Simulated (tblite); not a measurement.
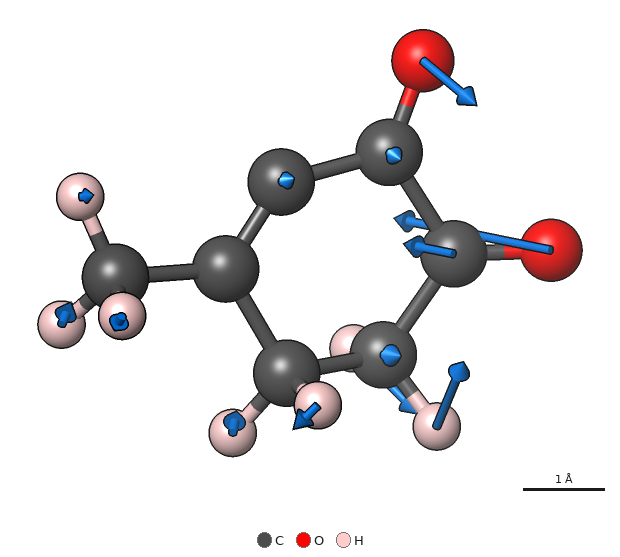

A relaxation of C7H7O2 (multiplicity 2). The starting structure is drawn; blue arrows show the displacements, at their true length. The two geometries are superimposed by the best rigid fit.

The picture is a ball-and-stick view, seen at a tilt.

Theory: GFN2-xTB geometry optimisation, gas phase in tblite. 

> Atoms of which element are displaced furthest, and by how much?

Oxygen: up to 2.48 Å, against 1.38 Å for hydrogen.

> Describe the change and its energy.

An O atom moves most after the best rigid fit: 2.48 Å. By element the largest moves are O 2.48 Å, H 1.38 Å, C 0.82 Å. Some distances before and after: C–C 1.443 → 1.384 Å, C–C 1.283 → 1.321 Å, C–C 1.542 → 1.511 Å, C–C 1.554 → 1.580 Å. Bond angles that change, for instance: C–C–O 123.9° → 138.9°, C–C–C 110.7° → 96.2°, C–C–C 116.4° → 107.0°. Over 173 geometry steps the energy falls by 0.525 eV.
